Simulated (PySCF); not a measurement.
Molecule: SMILES c1c(C#C)sc(c1)C. Atoms near the plane z = 0.0 Å, at the GFN2-xTB optimised geometry (x, y, z in Å): C1 (0.6, -3.0, 0.0), C2 (0.5, -1.8, 0.0), C3 (0.3, -0.4, 0.0), C4 (1.2, 0.6, 0.0), C5 (0.7, 1.9, 0.0), C6 (-0.7, 1.9, 0.0), C7 (-1.6, 3.1, 0.0), S8 (-1.3, 0.3, 0.0), H9 (0.8, -4.0, 0.0), H10 (2.3, 0.4, 0.0), H11 (1.2, 2.8, 0.0), H12 (-2.3, 3.0, 0.9), H13 (-1.1, 4.0, 0.0), H14 (-2.3, 3.0, -0.9).

Method: PBE/def2-TZVP in PySCF. Cells within 0.4 Å of a nucleus heavier than hydrogen are left out (blank, or x). The values are rescaled to run from 0 to 1.

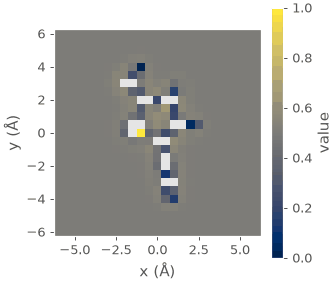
Figure: a field on the plane z = 0.0 Å.

Which quantity is mapped?
A) electron localisation function
B) electrostatic potential
C) deformation density (molecule minus spherical neutral atoms)
D) Laplacian of the electron density

D, Laplacian of the electron density. In full: Laplacian of the electron density (e/bohr⁵), clipped to [-1.50, 1.50].
